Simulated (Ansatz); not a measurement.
The parent structure is SiO2 in the rutile structure (space group P4_2/mnm, No. 136; a = 4.236 Å, c = 2.690 Å).

Now apply this change: 0.145 holes added to each cell, a density of 3.0×10^21 cm⁻³, with a uniform compensating background at fixed cell and a 300 K Fermi–Dirac width.

Calculations: PBE (Ansatz, a first-principles code; PAW; 420 eV plane waves; scalar-relativistic without spin-orbit coupling), earlier PAW set.

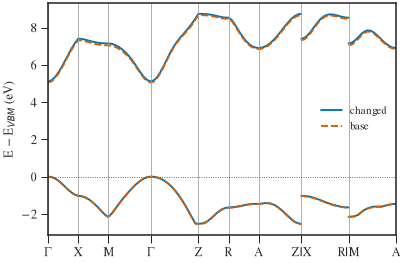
Figure: Highest valence and lowest conduction band along the path, each from its own valence-band maximum

### Question
From the figure, how large is the changed gap, and is it direct?

### Answer
About 5.1 eV, direct at Γ.

Carriers are added with a uniform compensating background; total energy and stress of such cells depend on the potential's zero and are not compared; many-body gap narrowing is missing at this level. Gaps are Kohn–Sham eigenvalue differences; semilocal functionals usually give less than the measured gap. Stability against distortions was not tested.
